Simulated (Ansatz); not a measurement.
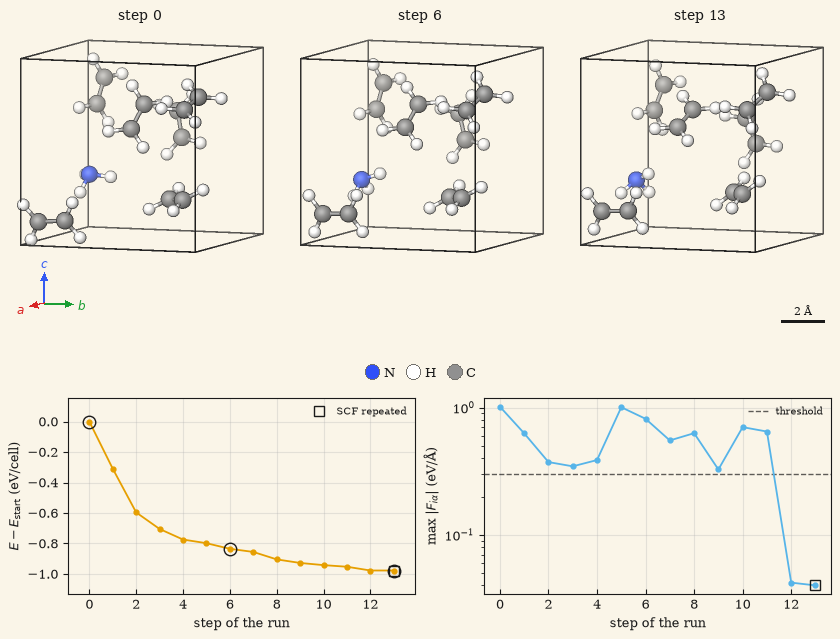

Frames of a relaxation of an amorphous cell of composition H27C12N, marked on the history of the run. A ball-and-stick model of the cell of the calculation, seen slightly off an axis.

The cell holds 1 NH3 + 6 C2H4. The run prepares the start of a later molecular dynamics calculation, from a guessed geometry.

The calculation used DFT r2SCAN-D3(BJ), scalar-relativistic, plane waves, PAW (Ansatz).

Input
```yaml
accuracy: low
crystal:
  lattice:
    - [8.837836, 0.0, 0.0]
    - [0.0, 8.837836, 0.0]
    - [0.0, 0.0, 8.837836]
  atoms:
    - { symbol: "N", position: [0.2795446, 0.1147817, 0.3135988] }
    - { symbol: H, position: [0.3447958, 0.087756, 0.2227781] }
    - { symbol: H, position: [0.1818063, 0.0551868, 0.3021012] }
    - { symbol: H, position: [0.2514491, 0.2256799, 0.301403] }
    - { symbol: C, position: [0.0435194, 0.1090915, 0.8095631] }
    - { symbol: C, position: [0.1094343, 0.0915889, 0.674785] }
    - { symbol: H, position: [-0.0629113, 0.1689464, 0.8220485] }
    - { symbol: H, position: [0.0936403, 0.0641889, 0.9122161] }
    - { symbol: H, position: [0.0593134, 0.1364915, 0.572132] }
    - { symbol: H, position: [0.215865, 0.031734, 0.6622996] }
    - { symbol: C, position: [0.6933871, 0.8079995, 0.2424897] }
    - { symbol: C, position: [0.5939977, 0.6946192, 0.2333834] }
    - { symbol: H, position: [0.8063025, 0.7987674, 0.1952576] }
    - { symbol: H, position: [0.6653781, 0.9140901, 0.2975011] }
    - { symbol: H, position: [0.6220067, 0.5885286, 0.178372] }
    - { symbol: H, position: [0.4810824, 0.7038513, 0.2806155] }
    - { symbol: C, position: [0.0613309, 0.5351904, 0.6484049] }
    - { symbol: C, position: [0.112224, 0.5787953, 0.5130359] }
    - { symbol: H, position: [0.0470929, 0.6148416, 0.7407031] }
    - { symbol: H, position: [0.0320919, 0.4182884, 0.6717498] }
    - { symbol: H, position: [0.141463, 0.6956973, 0.489691] }
    - { symbol: H, position: [0.126462, 0.4991441, 0.4207377] }
    - { symbol: C, position: [0.5519606, 0.5331616, 0.7320743] }
    - { symbol: C, position: [0.6173686, 0.4847516, 0.6048166] }
    - { symbol: H, position: [0.5161354, 0.6497444, 0.7458944] }
    - { symbol: H, position: [0.5319091, 0.4579346, 0.826968] }
    - { symbol: H, position: [0.6374202, 0.5599787, 0.5099229] }
    - { symbol: H, position: [0.6531939, 0.3681689, 0.5909965] }
    - { symbol: C, position: [0.9332008, 0.2272051, 0.1335642] }
    - { symbol: C, position: [0.9346715, 0.0766197, 0.1218108] }
    - { symbol: H, position: [0.8939833, 0.2987016, 0.0418243] }
    - { symbol: H, position: [0.971162, 0.2843508, 0.2353449] }
    - { symbol: H, position: [0.8967103, 0.0194741, 0.0200301] }
    - { symbol: H, position: [0.973889, 0.0051232, 0.2135508] }
    - { symbol: C, position: [0.6951963, 0.8992056, 0.7981657] }
    - { symbol: C, position: [0.8326739, 0.8717403, 0.7419355] }
    - { symbol: H, position: [0.6300313, 0.8119473, 0.8547828] }
    - { symbol: H, position: [0.642917, 1.009927, 0.7895851] }
    - { symbol: H, position: [0.8849532, 0.7610189, 0.7505162] }
    - { symbol: H, position: [0.8978389, 0.9589986, 0.6853185] }
basis:
  ecutwfc: 500.0
kpoints:
  mp_grid: { grid: [1, 1, 1] }
hamiltonian:
  xc: r2scan
  dispersion: d3bj
scf:
  occupations: { method: fermi_dirac, width: 0.02 }
  lower_state_search: "off"
relax:
  f_tol: 0.3
  max_steps: 15
  adjacent_minimum: "off"
```

Run as
```bash
ansatz run input.yaml --threads 1 --pin off --max-ram 3072MiB --backend cpu --events-out ev --progress --plain --runs-dir out
```

What happens along the run?

Over 12 accepted moves (13 points after the start) the energy falls by 0.977 eV per cell of the calculation. The largest force component goes from 1 to 0.04 eV/Å. 1 step only repeated the SCF at the same geometry. H4 moves most: 1.29 Å roughly along [3 −2 1]. Largest moves by element: H 1.29 Å, C 0.81 Å, N 0.67 Å. The lattice vectors keep their values. Near-neighbour distances that change, for instance: C11–C12 1.335 → 1.326 Å. From step 0 to 6: H4 moves most (0.80 Å), energy −0.835 eV per cell of the calculation. From step 6 to 13: H2 moves most (0.72 Å), energy −0.142 eV per cell of the calculation.

```json
{"step": "0", "E − E(0), meV/atom": "0.00", "largest force component, eV/Å": "1.0171", "note": ""}
{"step": "1", "E − E(0), meV/atom": "-7.73", "largest force component, eV/Å": "0.6278", "note": ""}
{"step": "2", "E − E(0), meV/atom": "-14.90", "largest force component, eV/Å": "0.3732", "note": ""}
{"step": "3", "E − E(0), meV/atom": "-17.62", "largest force component, eV/Å": "0.3456", "note": ""}
{"step": "4", "E − E(0), meV/atom": "-19.35", "largest force component, eV/Å": "0.3872", "note": ""}
{"step": "5", "E − E(0), meV/atom": "-19.95", "largest force component, eV/Å": "1.0071", "note": ""}
{"step": "6", "E − E(0), meV/atom": "-20.87", "largest force component, eV/Å": "0.8169", "note": ""}
{"step": "7", "E − E(0), meV/atom": "-21.39", "largest force component, eV/Å": "0.5521", "note": ""}
{"step": "8", "E − E(0), meV/atom": "-22.61", "largest force component, eV/Å": "0.6297", "note": ""}
{"step": "9", "E − E(0), meV/atom": "-23.19", "largest force component, eV/Å": "0.3264", "note": ""}
{"step": "10", "E − E(0), meV/atom": "-23.55", "largest force component, eV/Å": "0.7024", "note": ""}
{"step": "11", "E − E(0), meV/atom": "-23.82", "largest force component, eV/Å": "0.6485", "note": ""}
{"step": "12", "E − E(0), meV/atom": "-24.43", "largest force component, eV/Å": "0.0421", "note": ""}
{"step": "13", "E − E(0), meV/atom": "-24.43", "largest force component, eV/Å": "0.0401", "note": "same geometry, SCF repeated"}
```

Limits of the set-up: the program's low-accuracy preset was used.
